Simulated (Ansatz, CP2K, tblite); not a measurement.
**Running random packing of 23Li2O-77B2O3 (mol %) (59 atoms) with CP2K**

Aim: run random packing of 23Li2O-77B2O3 (mol %) (59 atoms) in CP2K and see how near its forces come to a plane-wave reference, and at what cost.

Calculated with CP2K 2026.2; the method is named at each step.

## Step 1: Set-up

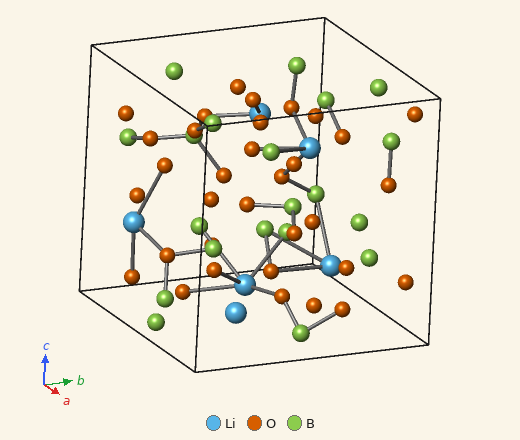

The cell as given, slightly off an axis (lithium blue, oxygen orange, boron green). Bonds to atoms that aren't drawn are left out.

The cell holds 59 atoms: 6 Li, 33 O and 20 B. Cell: a = 8.694 Å, b = 8.694 Å, c = 8.694 Å, α = 90.0°, β = 90.0°, γ = 90.0°. 59 atoms (6 Li, 33 O, 20 B) packed at random in a cube at 1.99 g/cm³ and pushed apart as soft spheres, cations and anions kept from their own kind; a start for melting by ab initio MD, not an equilibrated structure. Then every atom was moved at random, 0.02 Å r.m.s. a Cartesian component.

The yardstick, on the same geometry:

- method: Kohn-Sham DFT, PBE, PAW, plane waves (Ansatz 0.2.0); cutoff 420 eV, Γ point, fermi-dirac smearing of 0.05 eV; PAW set soft_2
- r.m.s. force component: 2.535 eV/Å
- longest force: 8.447 eV/Å
- pressure: -22.83 GPa
- SCF cycles: 15
- time: 5.2 s on 4 threads of Arm Neoverse V2, shared host
- CPU time: 19 s

## Step 2: PBE, DZVP-MOLOPT-SR, 800/50 Ry, diagonalisation

Method: Kohn-Sham DFT, PBE, GTH-PBE pseudopotentials, Gaussian and plane waves, DZVP-MOLOPT-SR-GTH, diagonalisation.

Contents of input.inp:

```
&GLOBAL
  PROJECT cell
  RUN_TYPE ENERGY_FORCE
  PRINT_LEVEL LOW
&END GLOBAL
&FORCE_EVAL
  METHOD QS
  STRESS_TENSOR ANALYTICAL
  &DFT
    BASIS_SET_FILE_NAME BASIS_MOLOPT
    POTENTIAL_FILE_NAME GTH_POTENTIALS
    &MGRID
      CUTOFF 800
      REL_CUTOFF 50
      NGRIDS 5
    &END MGRID
    &QS
      EPS_DEFAULT 1.0E-12
    &END QS
    &SCF
      SCF_GUESS ATOMIC
      EPS_SCF 1.0E-06
      MAX_SCF 200
      ADDED_MOS 14
      &DIAGONALIZATION
        ALGORITHM STANDARD
      &END DIAGONALIZATION
      &SMEAR ON
        METHOD FERMI_DIRAC
        ELECTRONIC_TEMPERATURE [K] 580
      &END SMEAR
      &MIXING
        METHOD BROYDEN_MIXING
        ALPHA 0.3
        NBROYDEN 8
      &END MIXING
      &PRINT
        &RESTART OFF
        &END RESTART
      &END PRINT
    &END SCF
    &XC
      &XC_FUNCTIONAL PBE
      &END XC_FUNCTIONAL
    &END XC
    &PRINT
      &MULLIKEN ON
      &END MULLIKEN
      &HIRSHFELD ON
        SHAPE_FUNCTION DENSITY
      &END HIRSHFELD
      &MO ON
        EIGENVALUES T
        OCCUPATION_NUMBERS T
        MO_INDEX_RANGE 127 150
        &EACH
          QS_SCF 0
        &END EACH
        ADD_LAST NUMERIC
      &END MO
    &END PRINT
  &END DFT
  &SUBSYS
    &CELL
      A 8.69350 0.00000 0.00000
      B 0.00000 8.69350 0.00000
      C 0.00000 0.00000 8.69350
    &END CELL
    &TOPOLOGY
      COORD_FILE_NAME structure.xyz
      COORD_FILE_FORMAT XYZ
    &END TOPOLOGY
    &KIND Li
      BASIS_SET DZVP-MOLOPT-SR-GTH-q3
      POTENTIAL GTH-PBE-q3
    &END KIND
    &KIND O
      BASIS_SET DZVP-MOLOPT-SR-GTH-q6
      POTENTIAL GTH-PBE-q6
    &END KIND
    &KIND B
      BASIS_SET DZVP-MOLOPT-SR-GTH-q3
      POTENTIAL GTH-PBE-q3
    &END KIND
  &END SUBSYS
  &PRINT
    &FORCES ON
    &END FORCES
    &STRESS_TENSOR ON
    &END STRESS_TENSOR
  &END PRINT
&END FORCE_EVAL
```

Contents of structure.xyz:

```xyz
59

Li 3.35978 0.17848 3.52591
Li 4.00562 4.13019 1.08451
Li 1.61969 8.54762 0.47962
Li 7.86397 1.84302 1.62447
Li 2.12652 7.27742 4.94530
Li 4.73909 3.99484 7.38669
O 4.66293 2.60518 1.99498
O 5.88107 8.35854 4.74639
O 1.12616 1.41078 3.59754
O 2.44235 2.61631 0.49110
O 2.51781 0.11658 7.09555
O 3.18895 0.29914 1.52936
O 6.41632 2.83712 8.55936
O 5.32042 5.85725 3.54590
O 3.97980 6.76406 0.05320
O 5.32094 7.21508 1.77217
O 8.04149 3.79610 4.26842
O 7.06434 8.56597 1.68576
O 1.75687 6.24072 0.58559
O 0.37973 7.41373 5.78100
O 5.30686 6.83648 6.43806
O 8.50555 2.08853 8.52641
O 8.23883 4.27798 8.42235
O 1.56796 1.57005 5.73423
O 4.08534 0.86022 5.69007
O 1.28342 4.23391 1.57717
O 5.80848 4.60973 1.21857
O 0.46545 7.13467 3.40542
O 1.65524 4.70883 7.23603
O 3.49713 2.57562 7.04608
O 7.95725 8.14598 7.95786
O 5.69276 3.18695 4.58400
O 7.62585 5.95235 1.20927
O 7.50180 0.89334 5.61113
O 7.27281 4.05482 6.43136
O 5.62669 1.12477 7.40225
O 1.52275 5.42353 4.91357
O 2.95118 3.67648 4.65033
O 5.11960 0.58481 2.88694
B 0.39938 7.53240 7.26012
B 2.31943 2.81104 5.95852
B 3.19251 6.02251 2.47174
B 3.99823 0.86257 0.13232
B 6.94567 4.79464 0.27011
B 7.22195 7.07694 2.76653
B 0.34070 8.50850 2.59118
B 3.38247 5.18150 5.45282
B 3.88860 6.87960 7.25655
B 6.94489 1.10781 8.09391
B 5.66112 8.49703 6.20516
B 5.73728 1.98299 3.17026
B 5.66573 0.29914 1.57022
B 0.53700 6.56368 1.64020
B 1.05835 2.60301 7.82850
B 8.56075 5.94783 4.58565
B 2.35750 3.16000 2.72915
B 6.01686 7.73539 8.30942
B 0.13927 1.47268 5.31851
B 6.65270 4.40760 4.68328
```

The run is started by

```bash
OMP_NUM_THREADS=1 mpirun -np 4 cp2k.psmp -i input.inp > output.txt
```

Numbers of over 12 decimals in the logs are rounded to 6 here.

The log of the run:

```text
CP2K| version string:                                       CP2K version 2026.2
 CP2K| Input file name                                                 input.inp
 GLOBAL| Basis set file name                                        BASIS_MOLOPT
 GLOBAL| Potential file name                                      GTH_POTENTIALS
 GLOBAL| Run type                                                   ENERGY_FORCE
 GLOBAL| Total number of message passing processes                             4
 GLOBAL| Number of threads for this process                                    1
 TOTAL NUMBERS AND MAXIMUM NUMBERS
  Total number of            - Atomic kinds:                                   3
                             - Atoms:                                         59
                             - Shell sets:                                    59
                             - Shells:                                       289
                             - Primitive Cartesian functions:                275
                             - Cartesian basis functions:                    778
                             - Spherical basis functions:                    725
  Maximum angular momentum of- Orbital basis functions:                        2
                             - Local part of the GTH pseudopotential:          6
                             - Non-local part of the GTH pseudopotential:      0
 SCF PARAMETERS         Density guess:                                    ATOMIC
                        max_scf:                                             200
                        eps_scf:                                        1.00E-06
                        added MOs                                        14    0
                        Mixing method:                            BROYDEN_MIXING
                                                charge density mixing in g-space
                        Smear method:                                FERMI_DIRAC
                        Electronic temperature [K]:                        580.0
                        Electronic temperature [a.u.]:                  1.84E-03
                        Accuracy threshold:                             1.00E-10
 Extrapolation method: initial_guess
 Number of electrons:                                                        276
 Number of occupied orbitals:                                                138
 Number of molecular orbitals:                                               152
 Number of orbital functions:                                                725
 Number of independent orbital functions:                                    725
 SCF WAVEFUNCTION OPTIMIZATION
  Step     Update method      Time    Convergence         Total energy    Change
     1 NoMix/Diag. 0.30E+00    2.0     1.57175234      -628.0078555969 -6.28E+02
 *** the last MO => Add more MOs for proper smearing.                   ***
     2 Broy./Diag. 0.30E+00    2.6     2.03515968      -588.9553430938  3.91E+01
     3 Broy./Diag. 0.30E+00    2.6     1.46720364      -643.2729573167 -5.43E+01
     4 Broy./Diag. 0.30E+00    2.6     1.13613527      -629.9405771011  1.33E+01
[...]
64 Broy./Diag. 0.30E+00    2.7     0.00000155      -627.9266370599  8.10E-08
    65 Broy./Diag. 0.30E+00    2.7     0.00000099      -627.9266373431 -2.83E-07
  *** SCF run converged in    65 steps ***
  Electronic density on regular grids:       -276.0000000000        0.0000000000
  Core density on regular grids:              275.9999999998       -0.0000000002
  Total charge density on r-space grids:       -0.0000000002
  Total charge density g-space grids:          -0.0000000002
  Overlap energy of the core charge distribution:               7.05771e-07
  Self energy of the core charge distribution:              -1529.636410
  Core Hamiltonian energy:                                    418.515337
  Hartree energy:                                             626.520965
  Exchange-correlation energy:                               -143.312168
  Electronic entropic energy:                                  -0.014362
  Fermi energy:                                                 0.073881
  Total energy:                                              -627.926637
  Total energy (extrapolated to T->0):                       -627.919457
 MO| EIGENVALUES AND OCCUPATION NUMBERS
 MO|
 MO|  Index      Eigenvalue [a.u.]        Eigenvalue [eV]             Occupation
 MO|    127               0.049703               1.352483               1.999996
 MO|    128               0.054314               1.477972               1.999953
 MO|    129               0.057112               1.554083               1.999783
[...]
MO|    149               0.115638               3.146658               0.000000
 MO|    150               0.121755               3.313115               0.000000
 MO| Sum:                                                             276.000000
 MO| E(Fermi):            0.073881 a.u.          2.010401 eV
 !-----------------------------------------------------------------------------!
                     Mulliken Population Analysis
 #  Atom  Element  Kind  Atomic population                           Net charge
       1     Li       1          2.367577                              0.632423
       2     Li       1          2.408665                              0.591335
       3     Li       1          2.454603                              0.545397
[...]
58     B        3          2.567961                              0.432039
      59     B        3          2.662795                              0.337205
 # Total charge                            276.000000                  0.000000
 !-----------------------------------------------------------------------------!
 !-----------------------------------------------------------------------------!
                           Hirshfeld Charges
  #Atom  Element  Kind  Ref Charge     Population                    Net charge
      1       Li     1       3.000          2.825                         0.175
      2       Li     1       3.000          2.875                         0.125
      3       Li     1       3.000          2.908                         0.092
[...]
58       B      3       3.000          2.703                         0.297
     59       B      3       3.000          2.794                         0.206
  Total Charge                                                           -0.000
 !-----------------------------------------------------------------------------!
 ENERGY| Total FORCE_EVAL ( QS ) energy [hartree]           -627.926637
 FORCES| Atomic forces [hartree/bohr]
 FORCES|   Atom     x               y               z               |f|
 FORCES|      1  8.50349547E-03  1.99438312E-02 -7.66867278E-03   2.29972689E-02
 FORCES|      2 -3.41827828E-03 -5.58261594E-03 -3.96379402E-04   6.55799846E-03
 FORCES|      3  1.23580164E-02  1.72968593E-03 -6.39497267E-04   1.24948525E-02
[...]
FORCES|     58 -3.57333142E-02 -4.66672047E-02 -1.60270518E-02   6.09226077E-02
 FORCES|     59  3.27838928E-02 -1.12752916E-01 -2.64840774E-04   1.17422629E-01
 FORCES| Sum    -5.82001528E-04 -5.76228209E-05 -6.13724838E-05
 FORCES| Total atomic force                                       5.88058457E-04
 STRESS| Analytical stress tensor [bar]
 STRESS|                        x                   y                   z
 STRESS|      x       -2.56985299443E+05  -9.10657250813E+03  -3.11844209102E+03
 STRESS|      y       -9.10657250813E+03  -1.80157973571E+05  -2.04563871790E+04
 STRESS|      z       -3.11844209102E+03  -2.04563871790E+04  -2.25419670571E+05
 STRESS| 1/3 Trace                                            -2.20854314528E+05
```

Run time: 3 min. Hardware: 4 MPI ranks of Arm Neoverse V2, shared host; peak memory 3.3 GiB.

Banners, paths, timers and routine set-up lines are dropped from the logs unmarked, and long logs keep their key lines alone; longer cuts are marked.

Numbers from this run, and their distance from the reference:

```
r.m.s. force component                  : 2.501 eV/Å
r.m.s. difference of force components   : 68.21 meV/Å
longest difference of force vectors     : 259.9 meV/Å
force difference over r.m.s. force      : 2.691 %
slope of forces against the reference's : 0.9861
correlation of force components         : 0.9997
pressure                                : -22.09 GPa
pressure difference                     : 0.7414 GPa
```

Length of the force difference by element (eV/Å):

| element | atoms | mean | most |
| --- | --- | --- | --- |
| B | 20 | 0.12 | 0.26 |
| Li | 6 | 0.054 | 0.11 |
| O | 33 | 0.100 | 0.25 |

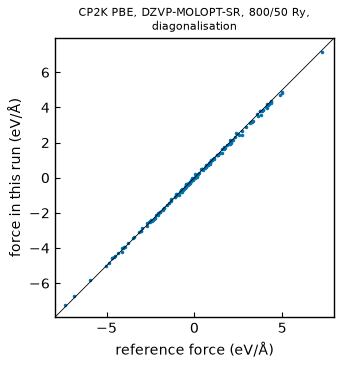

Force components against those of the reference; the line marks equality.

Local excerpt of 9 atoms (numbers count through the whole input) about Li3, one of the 6 Li atoms; x, y, z are measured from there.

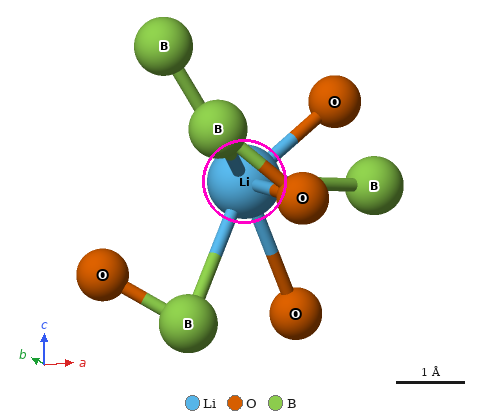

The atoms of the table, within 2.7 Å (arrows a, b, c point along x, y, z); some may hide others; the central atom is ringed.

| atom | x | y | z | distance (Å) | Hirshfeld charge (e) | Fx | Fy | Fz (eV/Å) |
| --- | --- | --- | --- | --- | --- | --- | --- | --- |
| Li3 | 0.00 | 0.00 | 0.00 | 0.00 | 0.09 | 0.64 | 0.09 | -0.03 |
| O12 | 1.57 | 0.45 | 1.05 | 1.94 | -0.29 | 1.61 | 1.39 | -4.85 |
| O11 | 0.90 | 0.26 | -2.08 | 2.28 | -0.20 | 1.75 | -3.03 | 1.72 |
| O19 | 0.14 | -2.31 | 0.11 | 2.31 | -0.17 | -4.47 | 2.15 | 4.15 |
| B46 | -1.28 | -0.04 | 2.11 | 2.47 | 0.16 | 1.88 | -0.38 | 0.72 |
| B40 | -1.22 | -1.02 | -1.91 | 2.49 | 0.30 | -2.87 | 1.95 | -4.59 |
| B53 | -1.08 | -1.98 | 1.16 | 2.54 | 0.21 | 0.86 | -1.08 | -4.31 |
| B43 | 2.38 | 1.01 | -0.35 | 2.61 | 0.32 | -3.73 | -1.26 | 4.37 |
| O31 | -2.36 | -0.40 | -1.22 | 2.68 | -0.19 | 0.76 | -0.93 | -0.33 |

Forces lie 2.7 % from the reference's, at 39 times its CPU time; the SCF took 65 steps, which the time reflects.

## Step 3: PBE, DZVP-MOLOPT-SR, 800/20 Ry, diagonalisation

Method: Kohn-Sham DFT, PBE, GTH-PBE pseudopotentials, Gaussian and plane waves, DZVP-MOLOPT-SR-GTH, diagonalisation.

Changes to input.inp since step 2:

```diff
@@ -13,3 +13,3 @@
       CUTOFF 800
-      REL_CUTOFF 50
+      REL_CUTOFF 20
       NGRIDS 5
@@ -68,6 +68,29 @@
     &END CELL
-    &TOPOLOGY
-      COORD_FILE_NAME structure.xyz
-      COORD_FILE_FORMAT XYZ
-    &END TOPOLOGY
+    &COORD
+      Li 3.35978 0.17848 3.52591
+      Li 4.00562 4.13019 1.08451
+      Li 1.61969 8.54762 0.47962
+      Li 7.86397 1.84302 1.62447
+      Li 2.12652 7.27742 4.94530
+      Li 4.73909 3.99484 7.38669
+      O 4.66293 2.60518 1.99498
+      O 5.88107 8.35854 4.74639
+      O 1.12616 1.41078 3.59754
+      O 2.44235 2.61631 0.49110
+      O 2.51781 0.11658 7.09555
+      O 3.18895 0.29914 1.52936
+      O 6.41632 2.83712 8.55936
+      O 5.32042 5.85725 3.54590
+      O 3.97980 6.76406 0.05320
+      O 5.32094 7.21508 1.77217
+      O 8.04149 3.79610 4.26842
+      O 7.06434 8.56597 1.68576
+      O 1.75687 6.24072 0.58559
+      O 0.37973 7.41373 5.78100
+[... 35 atom lines left out ...]
+      B 2.35750 3.16000 2.72915
+      B 6.01686 7.73539 8.30942
+      B 0.13927 1.47268 5.31851
+      B 6.65270 4.40760 4.68328
+    &END COORD
     &KIND Li
```

The log of the run:

```text
CP2K| version string:                                       CP2K version 2026.2
 CP2K| Input file name                                                 input.inp
 GLOBAL| Basis set file name                                        BASIS_MOLOPT
 GLOBAL| Potential file name                                      GTH_POTENTIALS
 GLOBAL| Run type                                                   ENERGY_FORCE
 GLOBAL| Total number of message passing processes                             4
 GLOBAL| Number of threads for this process                                    1
 TOTAL NUMBERS AND MAXIMUM NUMBERS
  Total number of            - Atomic kinds:                                   3
                             - Atoms:                                         59
[... lines left out ...]
                        Smear method:                                FERMI_DIRAC
[... lines left out ...]
 Number of electrons:                                                        276
[... lines left out ...]
  Step     Update method      Time    Convergence         Total energy    Change
[... lines left out ...]
  *** SCF run converged in    62 steps ***
[... lines left out ...]
  Fermi energy:                                                 0.073865
  Total energy:                                              -627.929715
  Total energy (extrapolated to T->0):                       -627.922536
[... lines left out ...]
 MO| E(Fermi):            0.073865 a.u.          2.009972 eV
[... lines left out ...]
 !-----------------------------------------------------------------------------!
 !-----------------------------------------------------------------------------!
                           Hirshfeld Charges
  #Atom  Element  Kind  Ref Charge     Population                    Net charge
      1       Li     1       3.000          2.825                         0.175
      2       Li     1       3.000          2.875                         0.125
      3       Li     1       3.000          2.909                         0.091
[...]
58       B      3       3.000          2.703                         0.297
     59       B      3       3.000          2.794                         0.206
  Total Charge                                                           -0.000
 !-----------------------------------------------------------------------------!
 ENERGY| Total FORCE_EVAL ( QS ) energy [hartree]           -627.929716
 FORCES| Atomic forces [hartree/bohr]
 FORCES|   Atom     x               y               z               |f|
 FORCES|      1  8.53698159E-03  1.99509648E-02 -7.62355335E-03   2.30008612E-02
 FORCES|      2 -3.43398401E-03 -5.56008504E-03 -3.77454286E-04   6.54593489E-03
 FORCES|      3  1.23780406E-02  1.73139972E-03 -6.52848354E-04   1.25155840E-02
[...]
FORCES|     58 -3.55602785E-02 -4.65691387E-02 -1.57774525E-02   6.06806896E-02
 FORCES|     59  3.28502457E-02 -1.12667122E-01 -2.68105867E-04   1.17358812E-01
 FORCES| Sum    -5.80734058E-04 -2.67113659E-03  1.29843478E-03
 FORCES| Total atomic force                                       3.02624448E-03
 STRESS| Analytical stress tensor [bar]
 STRESS|                        x                   y                   z
 STRESS|      x       -2.55691934872E+05  -9.15783656400E+03  -3.09655947401E+03
 STRESS|      y       -9.15783656400E+03  -1.78440017155E+05  -2.04042967531E+04
 STRESS|      z       -3.09655947401E+03  -2.04042967531E+04  -2.23532535189E+05
 STRESS| 1/3 Trace                                            -2.19221495739E+05
```

The job ended after 1.8 min (4 MPI ranks; peak memory 3.3 GiB; 7.2 min of CPU time).

Numbers from this run, and their distance from the reference:

```yaml
r_m_s_force_component: 2.498 eV/Å
r_m_s_difference_of_force_components: 70.48 meV/Å
longest_difference_of_force_vectors: 259.7 meV/Å
force_difference_over_r_m_s_force: 2.78 %
slope_of_forces_against_the_reference_s: 0.985
correlation_of_force_components: 0.9997
pressure: -21.92 GPa
pressure_difference: 0.9047 GPa
energy_less_the_same_level_run_s: -1.42 meV/atom
r_m_s_force_difference_from_the_same_level_run: 17.99 meV/Å
```

This is a coarse setting, run to see what it loses.

Against the first run (2.7 %), the force difference from the reference is 2.8 %, at 0.59 times the CPU time: the change moves forces by 18 meV/Å r.m.s., so most of the difference comes from elsewhere.

(Part 1 of 2 ends here.)

[Also dropped from logs without a mark: logging warnings of Python, and SIESTA's first energy breakdown and zero terms.]

[Logs are printed without paths, hosts, clocks, repeated set-up lines and the standing remarks that a program may print on its own settings, such as how far it seeks lower states.]

[Hosts, paths, dates, database ids (printed as entryN), source tags and the programs' standing remarks are cut or masked in the printed files.]
